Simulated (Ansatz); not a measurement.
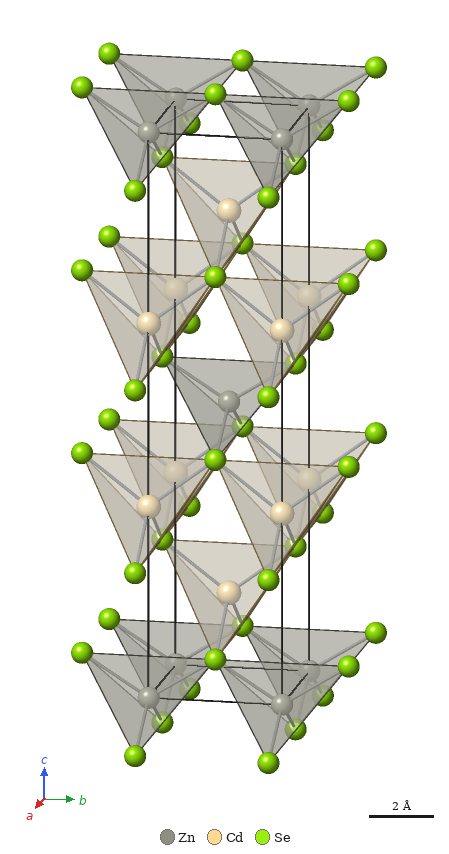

A polyhedral picture of a crystal structure, seen slightly off an axis. The edges of the conventional unit cell are marked. A few atoms beyond the faces are included.

ZnCd₂Se₃, space group I-4m2 (No. 119), a = 4.254 Å, b = 4.254 Å, c = 18.269 Å, α = 90.00°, β = 90.00°, γ = 90.00°. Provenance: a structure type filled with these elements by a generator (whether the compound takes this form wasn't checked). Earlier steps of the study, as a rule a relaxation of our own, may have changed the cell and positions, so they can lie some per cent off the listed ones. Ansatz was used for an electronic-structure calculation on it.

This one geometry was computed with Ansatz (DFT, plane waves, PAW) at three levels of theory: r2SCAN, LDA and PBE.

### Which level gives the highest pressure at this volume, and what does that say about its equilibrium volume?

Highest: PBE (0.0 GPa), which points to the largest equilibrium volume. Lowest, with the smallest volume: LDA (-4.6 GPa). Levels within 0.5 GPa of each other can't be told apart.

### How does the band gap change with the level of theory?

LDA: a gap of 0.34 eV, direct; PBE: a gap of 0.61 eV, direct; r2SCAN: a gap of 1.11 eV, direct.

### Collect the results in a table.

| level | cutoff (eV) | k-mesh of the run's cell | gap (eV) | pressure (GPa) |
| --- | --- | --- | --- | --- |
| r2SCAN | 500 | 10×10×10 | 1.11 | -1.7 |
| LDA | 420 | 10×10×10 | 0.34 | -4.6 |
| PBE | 420 | 10×10×10 | 0.61 | 0.0 |

Gaps are taken on the k-mesh or band path of each run.
